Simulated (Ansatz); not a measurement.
**C₃H₅F₃Si (SMILES C=CC[Si](F)(F)F): density, localisation and related maps**

The calculation's input:

```
crystal:
  periodic: [false, false, false]
  atoms:
    - {symbol: C, position_ang: [0.350061, -0.905058, 1.823322]}
    - {symbol: C, position_ang: [0.792194, -0.436401, 0.665297]}
    - {symbol: C, position_ang: [0.047165, -0.515876, -0.629177]}
    - {symbol: Si, position_ang: [-0.617289, 1.121454, -1.149083]}
    - {symbol: F, position_ang: [-1.260363, 1.050442, -2.589357]}
    - {symbol: F, position_ang: [-1.734198, 1.641738, -0.165388]}
    - {symbol: F, position_ang: [0.518610, 2.216673, -1.195313]}
    - {symbol: H, position_ang: [-0.606431, -1.411552, 1.905682]}
    - {symbol: H, position_ang: [0.931500, -0.798328, 2.730866]}
    - {symbol: H, position_ang: [1.754343, 0.068972, 0.630390]}
    - {symbol: H, position_ang: [-0.794816, -1.211558, -0.557282]}
    - {symbol: H, position_ang: [0.696223, -0.875604, -1.435858]}
basis:
  gaussian: {orbitals: def2-TZVPP}
hamiltonian: {xc: pbe0, dispersion: d4}
output: {orbitals: {seedname: orbitals}}
```

Launched as:

```sh
ansatz run in.yaml --threads 4 --pin off --events-out ev --progress --plain --max-ram 11315MiB
```

Geometry: PBE0-D4/def2-TZVP.

Method: RKS PBE0-D4/def2-TZVPP in Ansatz.

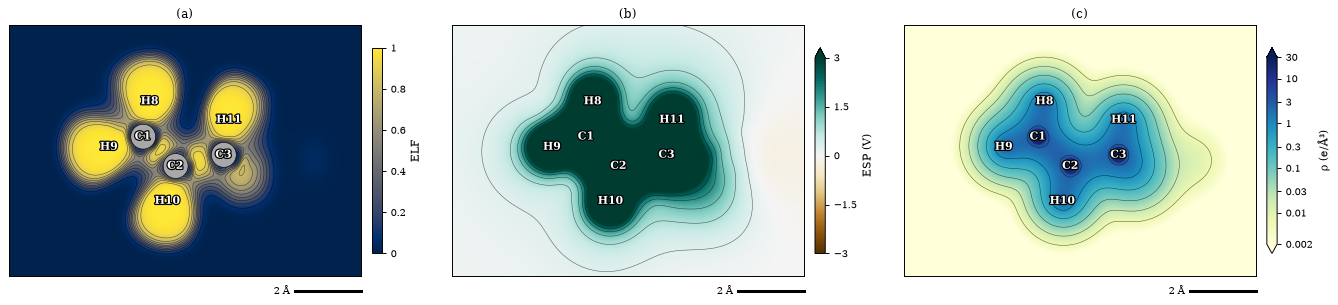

Figure 1. (a) ELF; (b) molecular electrostatic potential; (c) total electron density on the plane of atoms H8, C1 and H9. Grey discs cover the atomic cores in the ELF map.

Question: Interpret the plot.

Answer: The section cuts through C and H sites. C–C (1.33 Å): ρ at the midpoint is about 2.4 e/Å³; the ELF peaks at about 0.95 between the atoms; a short, multiple covalent bond. C–H (1.08 Å): the density is about 2 e/Å³ at the midpoint; the ELF climbs to about 1 towards the hydrogen, as it does in any bond to H (a covalent bond by its length). C–C (1.50 Å): ρ is about 1.7 e/Å³ halfway; the ELF peaks at about 0.95 between the atoms (a shared electron pair). The potential has no marked negative region in this plane.

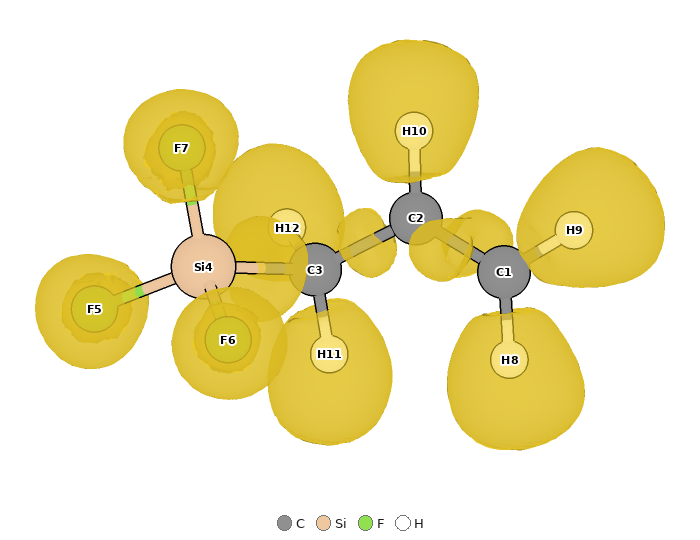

Figure 2. Isosurface of the ELF at 0.8 (yellow), seen at a tilt. Core shells and regions of very low density are left out.

Question: What do the ELF domains correspond to?

Answer: The surface consists of two regions between bonded C–C atoms (shared pairs), one region between bonded C–Si atoms (shared pairs), five regions around hydrogen nuclei and three regions wrapped around F (its lone pairs, merged into a ring or cap).


 Si–F (1.58 Å): the ELF peaks at about 0.85 in the valence shell of F, 0.6 Å from its nucleus, and is about 0.50 at the midpoint.

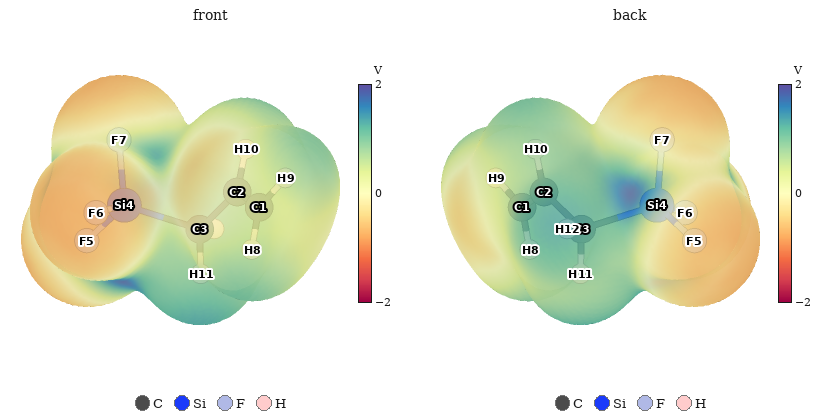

Figure 3. The electrostatic potential painted on the density surface at 0.002 e/bohr³, seen from the front and from behind; red is negative and blue positive.

Question: Which sites attract a positive test charge, and which a negative one?

Answer: A positive charge is drawn to the negative regions and a negative charge to the positive ones. The most negative region (about −0.7 V) lies over F5, F6 and F7, the most positive (about +1.7 V) over Si4.

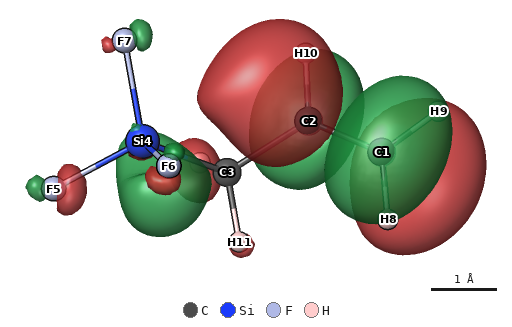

Figure 4. The LUMO at ±0.1 Å⁻³ᐟ² (green and red are the two phases), seen across its widest extent.

Question: Where does this orbital lie, and at what energy?

Answer: By Hirshfeld shares it lies mainly on C1 (about 35 %), C2 (about 30 %), Si4 (about 5 %) and C3 (about 5 %); π-antibonding (π*) across C1–C2. Its energy is −0.20 eV.
